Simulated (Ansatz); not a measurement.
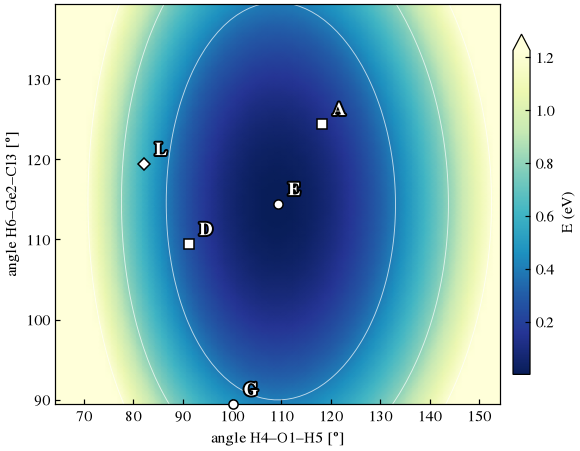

ClGeH4O, SMILES [OH2+][GeH2][Cl], charge +1. First axis: angle H4–O1–H5. Second axis: angle H6–Ge2–Cl3. Nothing is relaxed (all other coordinates rigid). Grid: 11 × 11 points. Points are written as (first, second). Energies: eV, counted from the lowest grid point. These are results of RKS PBE0-D4/def2-TZVP in Ansatz 0.2.0, not measurements.

In the figure: a smooth colour map with a few white contour lines, one colour for all values above the top of the scale, lettered points. Between grid points the surface is interpolated.

Q: Is L the lowest point of the computed grid?

A: No. L lies 0.59 eV above the lowest grid point, which is at (109.2°, 114.4°).

Q: What kind of point is each of A, D, E, L: minimum, saddle, maximum or slope?

A: A: on a slope; D: on a slope; E: minimum; L: on a slope. (In these two coordinates alone; a stationary point may lie a little off the grid point.)

Q: Rank the lettered points by energy, lowest first.

A: E (0.00 eV), A (0.12 eV), D (0.27 eV), G (0.48 eV), L (0.59 eV).
